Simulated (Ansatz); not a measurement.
Partial pair distribution functions of a relaxed model of amorphous Al$_{28}$O$_{45}$Lu$_{2}$, broadened by 0.06 Å; density 3.63 g/cm³. These are PBE, scalar-relativistic without spin-orbit coupling (plane waves to 420 eV, PAW; Ansatz, a quantum-chemistry and plane-wave program) values and carry that method's errors.

A CHGNet melt-quench gave the starting glass, which DFT then relaxed. O atoms were pushed apart under 1.9 Å during the dynamics, to hinder bonds among them. The hot cell started wider than the set density and was brought back towards it in steps. It is the lowest in DFT energy of 2 quenches. It is a model cell: composition and starting density were chosen by hand, and all elements were melted together. No dispersion term was used. Its density started from a set value of 3.63 and ended at 3.63 g/cm³. The quench (nominally 280 K/ps over its main leg) was far faster than any real one, so the model tends to hold more defects than a real film. One small periodic cell is one sample of the glass; other quenches scatter about these values. The volume was held where the preparation left it and the shape relaxed, at a PBE pressure of 1.3 GPa. Stress components on the final sampling reach 1.5 GPa.

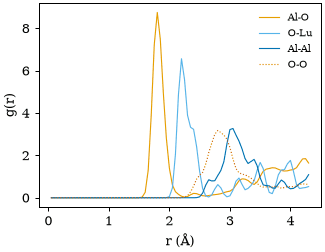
Figure: Partial pair distribution functions

Highest peaks under 4.5 Å: Al-O near 1.80 Å, O-Lu near 2.20 Å, Al-Al near 3.05 Å, O-O near 2.80 Å; pairs of few atoms are noisy.

Within 2.22 Å each Al has 4.43 O neighbours on average.
